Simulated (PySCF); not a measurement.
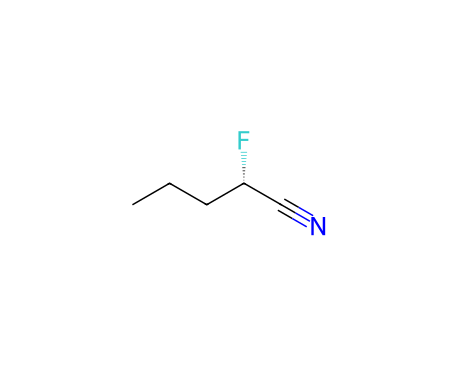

The geometry was computed by an optimisation with GFN2-xTB. No frequency run is at hand to confirm it as a minimum. Method: PBE0/def2-SVPD, gas phase (PySCF 2.14.0). Excitations: vertical, linear response.

**Give the dipole moment at this level.**

3.81 D.

**What is the mean static polarisability?**

64.4 bohr³.

**Give the lowest vertical singlet excitation at this level.**

7.29 eV.

**Give the LUMO energy (Kohn–Sham orbital) at this level.**

−0.30 eV.
